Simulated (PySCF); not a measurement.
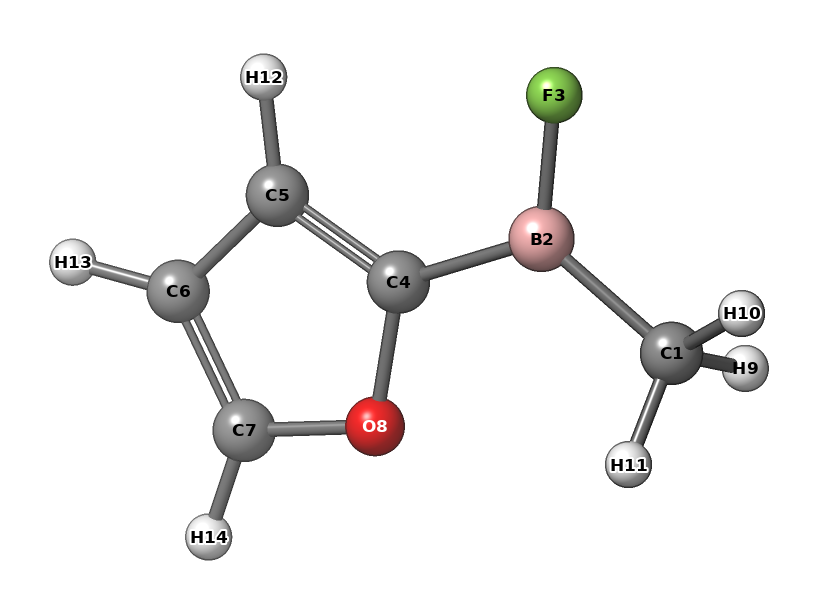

The geometry was computed by an optimisation with GFN2-xTB. No frequency run is at hand to confirm it as a minimum. Electric field gradients from the ground-state density, B3LYP/pcJ-1 (PySCF 2.14.0), non-relativistic apart from any core potentials.

Give the largest field-gradient component, the quadrupole coupling constant and the asymmetry for 11B at B2 (Q = 40.59 mb), 17O at O8 (Q = −25.6 mb), 2H at H9 (Q = 2.86 mb), 2H at H10 (Q = 2.86 mb), 2H at H11 (Q = 2.86 mb), 2H at H12 (Q = 2.86 mb).

| atom | V_zz (a.u.) | e²qQ/h (MHz) | η |
| --- | --- | --- | --- |
| B2 | 0.403 | 3.85 | 0.68 |
| O8 | 1.387 | −8.34 | 0.12 |
| H9 | 0.308 | 0.207 | 0.00 |
| H10 | 0.310 | 0.208 | 0.01 |
| H11 | 0.310 | 0.209 | 0.01 |
| H12 | 0.335 | 0.225 | 0.05 |

The geometry is semi-empirical. Around B such bond lengths and angles can be off by a tenth of an ångström or more and by several degrees, and values that hang on the shape move with them.
